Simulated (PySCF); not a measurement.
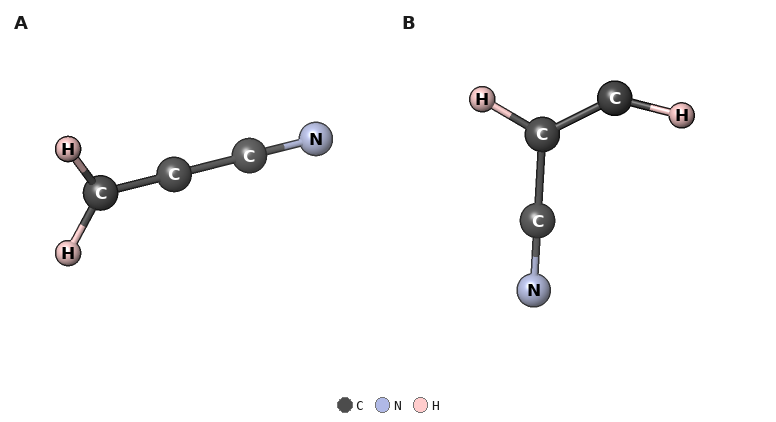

2 stationary structures of one formula. Charge 0, doublet. Geometries: PBE0-D3(BJ)/def2-SVP. Electronic energies: PBE0-D3(BJ)/def2-SVP (PySCF 2.14.0), without zero-point energy. No frequency run is at hand to confirm each as a minimum.

Which structure is the most stable?

Answer. A is lowest; B lies 0.427 eV above it (Cs). A is `C=[C]C#N`, B is `[H]/[C]=C\C#N`.
